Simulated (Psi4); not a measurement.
# AlH3Se (SMILES [AlH2][SeH]) at 5 levels

We compute a comparison of 5 runs (B3LYP/6-31G*, B3LYP/6-31G**, PBE0/def2-SVP, CEPA(3)/aug-cc-pVDZ) of AlH3Se. 

The calculation is run with Psi4 1.11.

## (1) The structure to begin with

AlH3Se: 5 atoms, total charge 0, spin state singlet. As SMILES, `[AlH2][SeH]`. Geometry: relaxed at PBE0-D4/def2-TZVP.

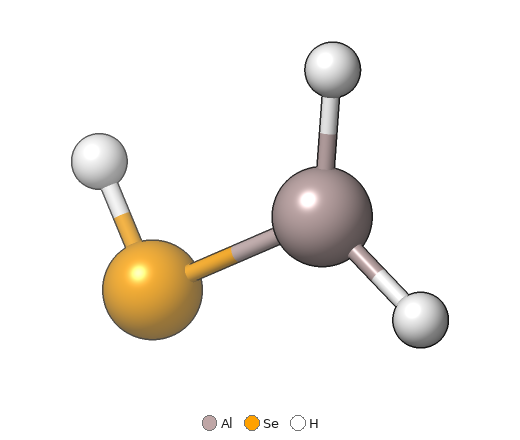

Viewed from a chosen angle; aluminium light grey, selenium orange, hydrogen white.

## (2) Energy and forces at B3LYP/6-31G(d) (spherical functions) (run 1)

The input, job.json:

```json
{
 "schema_name": "qcschema_input",
 "schema_version": 1,
 "molecule": {
  "schema_name": "qcschema_molecule",
  "schema_version": 2,
  "symbols": ["Al", "Se", "H", "H", "H"],
  "geometry": [-0.82240881, -1.00287765, 0.31520632, 1.64462865, 2.5447052, 0.98813779, -2.33721327, -2.02710921, 2.67415144, -0.89591916, -2.23176655, -2.40524341, 2.50502095, 2.57777541, -1.65067577],
  "molecular_charge": 0,
  "molecular_multiplicity": 1,
  "fix_symmetry": "c1",
  "fix_com": true,
  "fix_orientation": true
 },
 "driver": "gradient",
 "model": {
  "method": "b3lyp",
  "basis": "6-31G*"
 },
 "keywords": {
  "reference": "rks",
  "puream": true,
  "e_convergence": 1e-09,
  "d_convergence": 1e-08,
  "scf_type": "pk",
  "dft_radial_points": 99,
  "dft_spherical_points": 590,
  "scf_properties": ["MULLIKEN_CHARGES", "LOWDIN_CHARGES", "QUADRUPOLE"]
 }
}
```

Started as:

```console
$ psi4 --qcschema job.json -n 1 --memory 1600MB
```

stdout:

```text
Psi4 1.11 release

gradient() will perform analytic gradient computation.

   => Loading Basis Set <=

    Name: 6-31G*
    Role: ORBITAL
    Keyword: BASIS

         ---------------------------------------------------------
                                   SCF
                              RKS Reference
                        1 Threads,   1525 MiB Core
         ---------------------------------------------------------

  ==> Geometry <==

    Molecular point group: c1
    Full point group: C1

    Geometry (in Bohr), charge = 0, multiplicity = 1:

[... 141 lines left out ...]
   @RKS iter SAD: -2642.77228872421165   -2.64277e+03   0.00000e+00
[... 2 lines left out ...]
   @RKS iter   3: -2645.52461040915932   -1.21000e+00   3.53279e-03 DIIS/ADIIS
[... 2 lines left out ...]
   @RKS iter   6: -2645.55119942229658   -6.32621e-05   2.98004e-05 DIIS
[... 2 lines left out ...]
   @RKS iter   9: -2645.55120195544851   -1.55733e-08   4.56057e-07 DIIS
[... 2 lines left out ...]
  Energy and wave function converged.
[... 37 lines left out ...]
    Nuclear Repulsion Energy =            135.7071603877073755
[... 2 lines left out ...]
    DFT Exchange-Correlation Energy =     -86.0412648372520152
[... 2 lines left out ...]
    Total Energy =                      -2645.5512019559591863
[... 16 lines left out ...]
 Dipole Z            :        -36.6187287           36.3125993           -0.3061294
[... 94 lines left out ...]
   => Exact (HF) Exchange <=

    0.2000               HF

   => Correlation Functionals <=

    0.1900   Vosko, Wilk & Nusair (VWN5_RPA)
    0.8100   Lee, Yang & Parr

   => LibXC Density Thresholds  <==

    XC_HYB_GGA_XC_B3LYP:  1.00E-15

   => Molecular Quadrature <=

    Radial Scheme          =       TREUTLER
    Pruning Scheme         =           NONE
    Nuclear Scheme         =       TREUTLER

    Blocking Scheme        =         OCTREE
    BS radius alpha        =              1
    Pruning alpha          =              1
    Radial Points          =             99
    Spherical Points       =            590
    Total Points           =         278472
    Total Blocks           =           2097
    Max Points             =            256
    Max Functions          =             55
    Weights Tolerance      =       1.00E-15

  -Total Gradient:
     Atom            X                  Y                   Z
    ------   -----------------  -----------------  -----------------
       1        0.002050471548     0.002568618602    -0.000326180380
       2       -0.000328460104    -0.002583281776    -0.005196205598
       3        0.000513474810     0.000387181427    -0.000678757298
       4       -0.000078028504     0.000328926433     0.000997581711
       5       -0.002158507469    -0.000704036799     0.005200681954

	total time  =          2 seconds =       0.03 minutes

    Psi4 run time: 0:00:07.29
```

The result, in JSON:

```text
{
 "driver": "gradient",
 "model": {
  "method": "b3lyp",
  "basis": "6-31G*"
 },
 "success": true,
 "return_result": [0.0020504715477836534, 0.0025686186018892797, -0.0003261803796021732, -0.00032846010401873377, -0.0025832817764165628, -0.0051962055983541255, 0.0005134748095967229, 0.00038718142694506297, -0.0006787572982807494, -7.802850351435082e-05, 0.00032892643271270616, 0.00099758171064189, -0.002158507468542681, -0.0007040367991668298, 0.005200681953938913],
 "properties": {
  "calcinfo_nbasis": 56,
  "calcinfo_nmo": 56,
  "calcinfo_nalpha": 25,
  "calcinfo_nbeta": 25,
  "calcinfo_natom": 5,
  "nuclear_repulsion_energy": 135.70716038770738,
  "return_energy": -2645.5512019559596,
  "return_gradient": [0.0020504715477836534, 0.0025686186018892797, -0.0003261803796021732, -0.00032846010401873377, -0.0025832817764165628, -0.0051962055983541255, 0.0005134748095967229, 0.00038718142694506297, -0.0006787572982807494, -7.802850351435082e-05, 0.00032892643271270616, 0.00099758171064189, -0.002158507468542681, -0.0007040367991668298, 0.005200681953938913],
  "scf_one_electron_energy": -3952.4923594822394,
  "scf_two_electron_energy": 1257.2752619758248,
  "scf_xc_energy": -86.04126483725202,
  "scf_dipole_moment": [-0.07249843786531329, -0.2243744461714101, -0.30612942836449264],
  "scf_total_energy": -2645.5512019559596,
  "scf_total_gradient": [0.0020504715477836534, 0.0025686186018892797, -0.0003261803796021732, -0.00032846010401873377, -0.0025832817764165628, -0.0051962055983541255, 0.0005134748095967229, 0.00038718142694506297, -0.0006787572982807494, -7.802850351435082e-05, 0.00032892643271270616, 0.00099758171064189, -0.002158507468542681, -0.0007040367991668298, 0.005200681953938913],
  "scf_iterations": 11
 }
}
```

It took 8.4 s on 1 thread of Intel Xeon 6975P-C (Granite Rapids), shared host; peak memory 0.59 GiB.

## (3) A single-point energy at B3LYP/6-31G(d) (Cartesian functions) (run 2)

The input, input.in:

```
memory 1600 MB

molecule mol {
  Al    -0.435200    -0.530700     0.166800
  Se     0.870300     1.346600     0.522900
  H     -1.236800    -1.072700     1.415100
  H     -0.474100    -1.181000    -1.272800
  H      1.325600     1.364100    -0.873500
  symmetry c1
  no_reorient
  no_com
}

set {
  puream false
  e_convergence 1e-09
  d_convergence 1e-08
  scf_type pk
  dft_radial_points 99
  dft_spherical_points 590
}

e_tot, wfn = energy("b3lyp/6-31G*", return_wfn=True)
oeprop(wfn, "MULLIKEN_CHARGES", "MAYER_INDICES", "WIBERG_LOWDIN_INDICES")
```

Started as:

```console
$ psi4 -n 1 input.in input.out
```

input.out:

```text
Psi4 1.11 release

   => Loading Basis Set <=

    Name: 6-31G*
    Role: ORBITAL
    Keyword: BASIS

         ---------------------------------------------------------
                                   SCF
                              RKS Reference
                        1 Threads,   1525 MiB Core
         ---------------------------------------------------------

  ==> Geometry <==

    Molecular point group: c1
    Full point group: C1

    Geometry (in Angstrom), charge = 0, multiplicity = 1:

[... 141 lines left out ...]
   @RKS iter SAD: -2642.76591443871212   -2.64277e+03   0.00000e+00
[... 2 lines left out ...]
   @RKS iter   3: -2645.53393885391733   -1.40813e+00   3.67257e-03 ADIIS/DIIS
[... 2 lines left out ...]
   @RKS iter   6: -2645.56004268029574   -5.72160e-05   3.45527e-05 DIIS
[... 2 lines left out ...]
   @RKS iter   9: -2645.56004626924005   -1.60608e-08   4.71669e-07 DIIS
[... 2 lines left out ...]
  Energy and wave function converged.
[... 36 lines left out ...]
    Nuclear Repulsion Energy =            135.7071602948128373
[... 2 lines left out ...]
    DFT Exchange-Correlation Energy =     -86.0066248297923579
[... 2 lines left out ...]
    Total Energy =                      -2645.5600462698066622
[... 16 lines left out ...]
 Dipole Z            :        -36.6190831           36.3125993           -0.3064838
[... 30 lines left out ...]
  Atomic Valences:

 #  #
 Irrep: 1
      1:    3.043293606214557
      2:    2.076018394296096
      3:    0.984482539938406
      4:    0.981031108227098
      5:    0.958445270141166

  Wiberg Bond Indices using Orthogonal Lowdin Orbitals:

  Irrep: 1 Size: 5 x 5

                 1                   2                   3                   4                   5

    1     0.00000000000000     1.35962284319758     0.95337920186057     0.95242289128680     0.02190221309284
    2     1.35962284319758     0.00000000000000     0.02610156937284     0.03170892032936     0.95853872844380
    3     0.95337920186057     0.02610156937284     0.00000000000000     0.01988812871062     0.00709192561749
    4     0.95242289128680     0.03170892032936     0.01988812871062     0.00000000000000     0.00256794326102
    5     0.02190221309284     0.95853872844380     0.00709192561749     0.00256794326102     0.00000000000000

  Atomic Valences:

 #  #
 Irrep: 1
      1:    3.287327149437802
      2:    2.375972061343584
      3:    1.006460825561524
      4:    1.006587883587802
      5:    0.990100810415154

    Psi4 run time: 0:00:05.04
```

Wall time 6 s (1 thread of Intel Xeon 6975P-C (Granite Rapids), shared host); peak memory 0.62 GiB.

Runs 3 to 4 aren't shown in full; the table further down has their settings and results.

## (4) The energy at CEPA(3)/aug-cc-pVDZ (ZORA, density fitting) (run 5)

The input, alh3se.xyz:

```xyz
5
AlH3Se
Al    -0.435200    -0.530700     0.166800
Se     0.870300     1.346600     0.522900
H     -1.236800    -1.072700     1.415100
H     -0.474100    -1.181000    -1.272800
H      1.325600     1.364100    -0.873500
```

The input, alh3se_ase.py:

```python
import numpy as np
from ase.calculators.psi4 import Psi4
from ase.io import read

a = read('alh3se.xyz')
calc = Psi4(atoms=a, method='cepa(3)', basis='aug-cc-pVDZ', memory='1600MB', num_threads=1, charge=0, multiplicity=1, label='alh3se', reference='rhf')
calc.psi4.set_options({'freeze_core': True, 'relativistic': 'zora'})
a.calc = calc

print(f'energy: {a.get_potential_energy():.6f} eV')
```

Started as:

```console
$ python alh3se_ase.py
```

alh3se.dat:

```text
Relativistic analytic gradients are not implemented yet, re-routing to finite differences.

   => Loading Basis Set <=

    Name: AUG-CC-PVDZ
    Role: ORBITAL
    Keyword: BASIS

         ---------------------------------------------------------
                                   SCF
                              RHF Reference
                        1 Threads,   1525 MiB Core
         ---------------------------------------------------------

  ==> Geometry <==

    Molecular point group: c1
    Full point group: C1

    Geometry (in Angstrom), charge = 0, multiplicity = 1:

[... 101 lines left out ...]
   @RHF iter   1: -2683.95859676193777   -3.06440e+00   9.79636e-03 DIIS/ADIIS
[... 2 lines left out ...]
   @RHF iter   4: -2684.29211451201400   -9.26430e-04   8.38716e-05 DIIS
[... 2 lines left out ...]
   @RHF iter   7: -2684.29223248426979   -5.27781e-07   1.24331e-06 DIIS
[... 2 lines left out ...]
   @RHF iter  10: -2684.29223251750363   -3.63343e-10   2.33488e-08 DIIS
[... 25 lines left out ...]
    Final Occupation by Irrep:
[... 10 lines left out ...]
    One-Electron Energy =               -3995.3297815792993788
[... 16 lines left out ...]
 Dipole X            :          4.7355897           -4.8596855           -0.1240958
[... 22 lines left out ...]
 OEINTS: Overlap, kinetic, potential, dipole, and quadrupole integrals
[... 59 lines left out ...]
        e_convergence:                  1.000e-06
[... 31 lines left out ...]
  CEPA(3) iterations converged!

        OS SCS-MP2 correlation energy:          -0.203753714780
        SS SCS-MP2 correlation energy:          -0.015432542365
        SCS-MP2 correlation energy:             -0.219186257144
      * SCS-MP2 total energy:                -2684.511418774660

        OS MP2 correlation energy:              -0.169794762316
        SS MP2 correlation energy:              -0.046297627094
        MP2 correlation energy:                 -0.216092389410
      * MP2 total energy:                    -2684.508324906927

        OS CEPA(3) correlation energy:          -0.201731763958
        SS CEPA(3) correlation energy:          -0.044771489182
        CEPA(3) correlation energy:             -0.246503253139
      * CEPA(3) total energy:                -2684.538735770656

  Total time for CEPA(3) iterations:       1.31 s (user)
                                        0.72 s (system)
                                           2 s (total)

  Time per iteration:                   0.09 s (user)
                                        0.05 s (system)
                                        0.14 s (total)

	total time  =          2 seconds =       0.03 minutes
```

Standard output:

```text
energy: -73050.019836 eV
```

Run time: 31 s. Hardware: 1 thread of Intel Xeon 6975P-C (Granite Rapids), shared host; peak memory 0.77 GiB.

## (5) All runs side by side

```csv
run,level,task,Cartesian functions,integrals,energy (Eh),dipole moment (D),HOMO energy (eV),LUMO energy (eV),wall time
1,B3LYP/6-31G* (spherical functions),gradient,no,pk,-2645.551202,0.98,-7.08,-1.65,8.4 s
2,B3LYP/6-31G* (Cartesian functions),energy,yes,pk,-2645.560046,0.98,-7.08,-1.65,6 s
3,B3LYP/6-31G** (spherical functions),gradient,no,pk,-2645.555150,0.98,-7.08,-1.66,8.7 s
4,PBE0/def2-SVP,energy,no,pk,-2645.034809,0.87,-7.37,-1.46,6.3 s
5,"CEPA(3)/aug-cc-pVDZ (ZORA, density fitting)",energy,no,df,-2684.538736,–,-9.83,0.60,31 s
```

## (6) Results

| quantity | value |
| --- | --- |
| run 5: total energy | -2684.53874 Eh |
| run 5: HOMO energy (Hartree–Fock orbitals) | -9.83 eV |
| run 5: LUMO energy (Hartree–Fock orbitals) | 0.60 eV |
| run 5: HOMO–LUMO gap (Hartree–Fock orbitals) | 10.43 eV |
| run 5: correlation energy (14 core orbitals frozen) | -246.5 mEh |

**Reading.** Among the runs that give it from their own density at one geometry, the dipole moment runs from 0.87 D (PBE0/def2-SVP) to 0.98 D (B3LYP/6-31G**). Basis or surroundings differ between these two runs. Among the runs that give it from their own density at one geometry, the HOMO–LUMO gap runs from 5.42 eV (B3LYP/6-31G**) to 5.90 eV (PBE0/def2-SVP). Totals of different functionals can't be ranked against each other. All runs together took 61 s, the longest 31 s.
